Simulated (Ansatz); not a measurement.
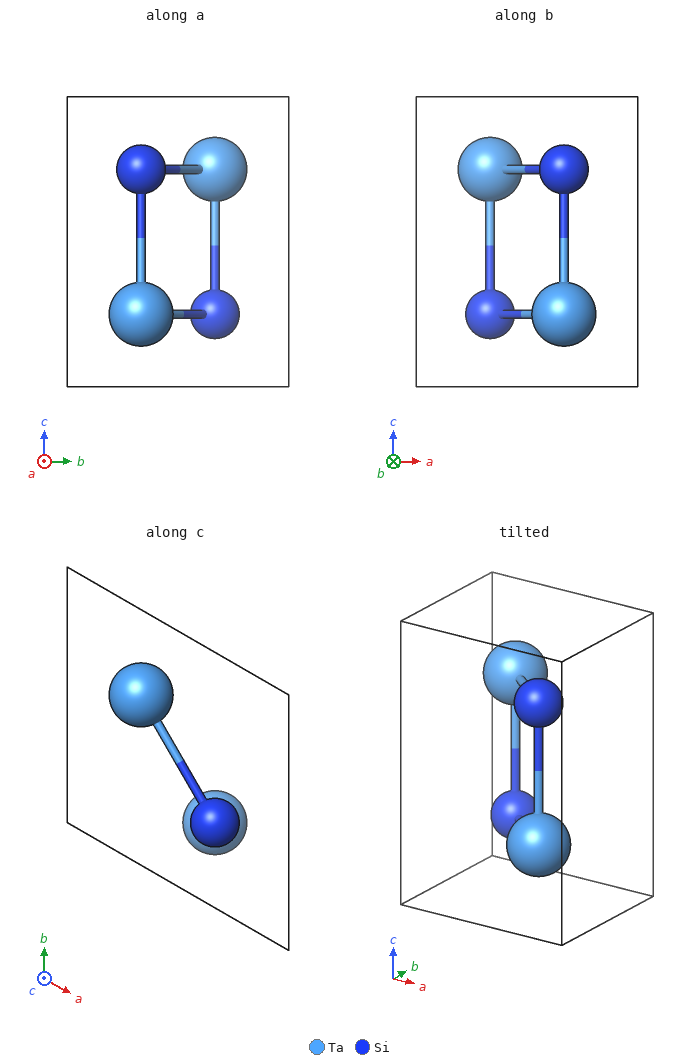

The image is a ball-and-stick drawing of a crystal, viewed along the a axis, along the b axis, along the c axis and slightly off an axis. The frame is the conventional unit cell; atoms at its boundary are shown with their periodic copies.

Lattice parameters: a = 4.4024 Å, b = 4.4024 Å, c = 4.9911 Å, α = 90.000°, β = 90.000°, γ = 120.000°.

Q: Write down what is shown as a CIF in P1 with every atom of the cell.

A:
```cif
data_structure
_symmetry_space_group_name_H-M 'P 1'
_symmetry_Int_Tables_number 1
_cell_length_a 4.4024
_cell_length_b 4.4024
_cell_length_c 4.9911
_cell_angle_alpha 90.000
_cell_angle_beta 90.000
_cell_angle_gamma 120.000
_cell_volume 83.77
loop_
_atom_site_label
_atom_site_type_symbol
_atom_site_fract_x
_atom_site_fract_y
_atom_site_fract_z
_atom_site_occupancy
Ta1 Ta 0.3333 0.6667 0.7500 1
Ta2 Ta 0.6667 0.3333 0.2500 1
Si1 Si 0.3333 0.6667 0.2500 1
Si2 Si 0.6667 0.3333 0.7500 1
```

It derives from a structure type filled with these elements by a generator (whether the compound takes this form wasn't checked). Earlier steps of the study may have refined or changed the cell and positions. It was run through Ansatz as a DFT input.
